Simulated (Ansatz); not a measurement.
A series of calculations on BH₃O₂ClF

### Relaxation

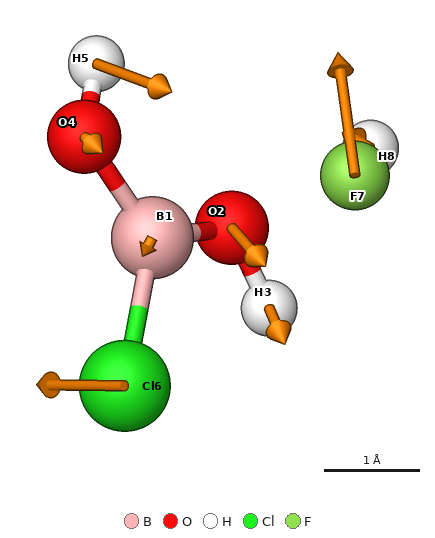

A relaxation of BH3O2ClF. The starting structure is drawn; orange arrows show the displacements, at their true length. The two geometries are superimposed by the best rigid fit.

Style: ball-and-stick. Shown at a tilt.

The run prepares an end point of a later path (reaction) calculation, from a guessed geometry.

Method: RKS r2SCAN-D4/def2-SVP in Ansatz. Set-up: no spin polarisation; force threshold 0.03 eV/Å; at most 50 steps.

Describe the change and its energy.

The energy falls by 8.44 kcal/mol in 18 accepted moves (20 points after the start). Largest force component: 0.53 eV/Å at the start, 0.0045 eV/Å at the end. The line search rejected the trial steps at points 1, 5 of the run. The atom that moves furthest after the best rigid fit is F7 (1.53 Å). Largest moves by element: F 1.53 Å, Cl 1.45 Å, H 1.25 Å, O 0.85 Å, B 0.23 Å. Some distances before and after: F7–H8 0.926 → 0.947 Å, O4–H5 0.967 → 0.980 Å, B1–O4 1.347 → 1.335 Å, B1–O2 1.388 → 1.384 Å. Among the angles between lasting bonds that change: O4–B1–Cl6 118.1° → 120.8°, O2–B1–Cl6 121.3° → 118.8°. Cost: 52 s on 2 threads of AMD EPYC 7R43 64-Core Processor (Zen 3), on a shared host, peak memory 0.18 GiB.

Limits of the set-up: the start holds two separate molecules, 2.2 Å apart at their closest, whose relative position is a soft coordinate.

### Relaxation

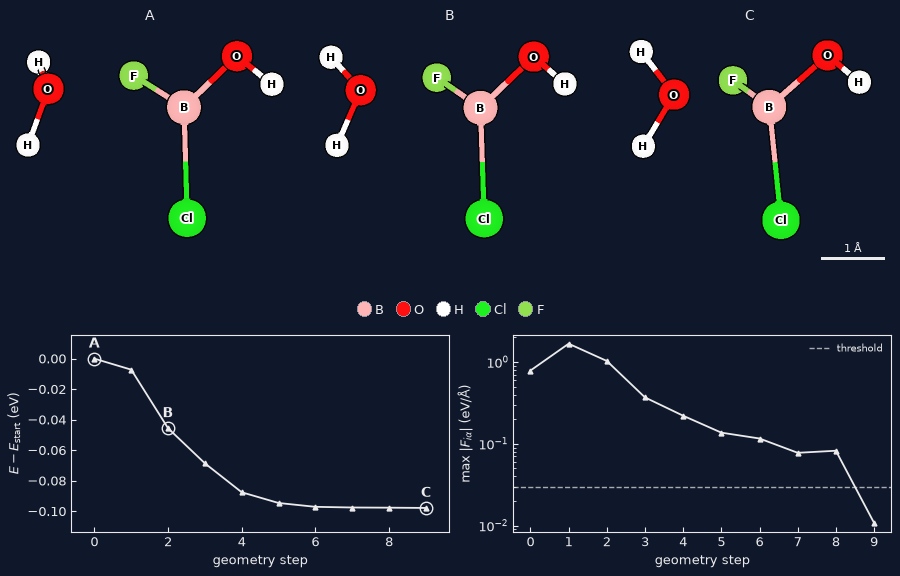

Frames of a relaxation of BH3O2ClF, marked on the history of the run. A ball-and-stick model, seen face on.

The run prepares an end point of a later path (reaction) calculation, from a guessed geometry.

All numbers below come from RKS r2SCAN-D4/def2-SVP in Ansatz. Set-up: no spin polarisation; force threshold 0.03 eV/Å; at most 50 steps.

> What happens along the run?

After 9 geometry steps the energy has fallen by 0.098 eV. Largest force component: 0.79 eV/Å at the start, 0.011 eV/Å at the end. The largest move after the best rigid fit is that of an O atom, 0.47 Å. By element the largest moves are O 0.47 Å, H 0.31 Å, B 0.26 Å, F 0.14 Å, Cl 0.14 Å. Near-neighbour distances that change, for instance: B–O 2.605 → 1.898 Å, B–Cl 1.788 → 1.835 Å, B–F 1.327 → 1.349 Å, B–O 1.340 → 1.361 Å. Bond angles that change, for instance: O–B–Cl 122.8° → 119.5°, H–O–H 102.7° → 105.5°, Cl–B–F 117.7° → 115.4°. Cost: 27 s on 2 threads of AMD EPYC 7R43 64-Core Processor (Zen 3), on a shared host, peak memory 0.17 GiB. From step 0 to 2: an O atom moves most (0.21 Å), energy −0.046 eV. From step 2 to 9: an O atom moves most (0.26 Å), energy −0.052 eV.

```
step  E − E(0), eV  largest force component, eV/Å
   0        0.0000                         0.7867
   1       -0.0072                         1.6744
   2       -0.0456                         1.0299
   3       -0.0686                         0.3689
   4       -0.0876                         0.2203
   5       -0.0946                         0.1368
   6       -0.0971                         0.1160
   7       -0.0975                         0.0776
   8       -0.0976                         0.0822
   9       -0.0978                         0.0108
```

### Path

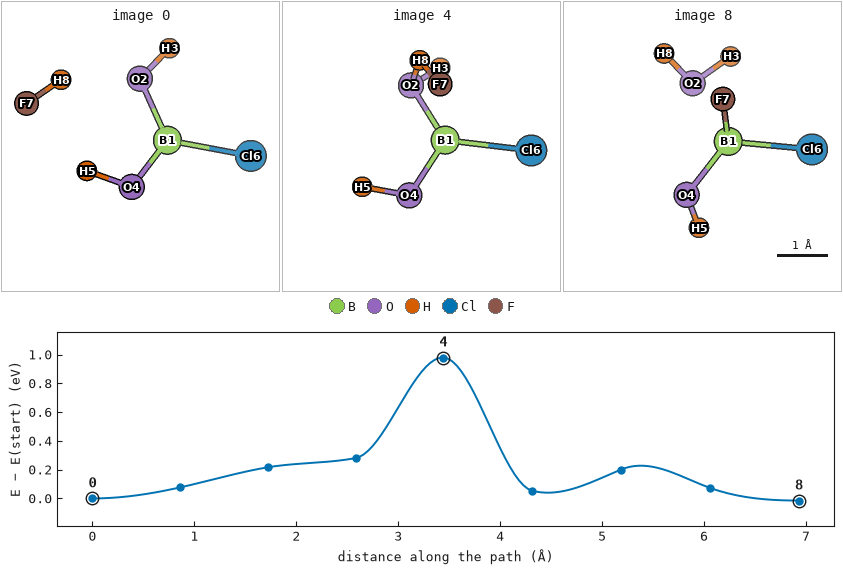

A search for the minimum-energy path of BH3O2ClF by the nudged elastic band. Images are numbered from 0 (start) to 8 (end). A ball-and-stick model, seen at a tilt.

Method: RKS r2SCAN-D4/def2-SVP in Ansatz 0.2.0. Settings: 7 movable images; climbing image; force threshold 0.05 eV/Å; iteration limit 60; starting path through a guess of the saddle point.

Q: Read off the barrier and say what moves.

A: The highest point, image 4, lies 0.98 eV above the start and 0.99 eV above the end; the end is at −0.01 eV relative to the start. The profile has 2 maxima (images 4, 6) with a dip at image 5 (+0.05 eV), so the process runs in steps. The path has more than one stage, and so few images may leave a stage unresolved. Breaking: B1–O2 (1.38 → 1.52 at the top → 1.90 Å), F7–H8 (0.95 → 1.15 at the top → 2.38 Å). Forming: B1–F7 (3.02 → 1.70 at the top → 1.35 Å), O2–H8 (1.69 → 1.23 at the top → 0.97 Å). The band converged in 22 iterations. The largest component of the band force went from 110 to 0.044 eV/Å. The climbing image converged on the top of the path. Its vibrational analysis gives one imaginary mode (898i cm⁻¹), as a transition state must have.

The run took 6 min on 2 threads of AMD EPYC 7R43 64-Core Processor (Zen 3), with other jobs on the host, peak memory 0.16 GiB.
